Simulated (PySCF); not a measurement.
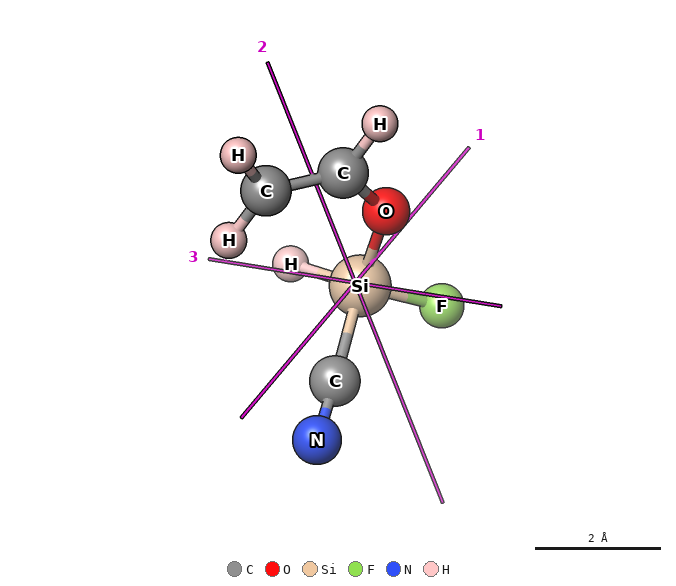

The three principal axes of inertia are drawn and numbered. Atoms fade into the background with distance from the viewer. The geometry was computed by an optimisation with PBE0-D3(BJ)/def2-SVP. No frequency run is at hand to confirm it as a minimum. Masses are those of the most abundant isotopes; constants are for the rigid equilibrium geometry.

Q: Which line is the a axis (least moment of inertia), which b and which c?

A: a is line 2, b is line 1, c is line 3; the moments are 183, 277, 426 u Å².

Q: Classify the rotor and give the rotational constants (cm⁻¹).

A: An asymmetric top (C1): A = 0.0920, B = 0.0608, C = 0.0396 cm⁻¹. Ray's parameter κ is −0.19, midway between the limits.
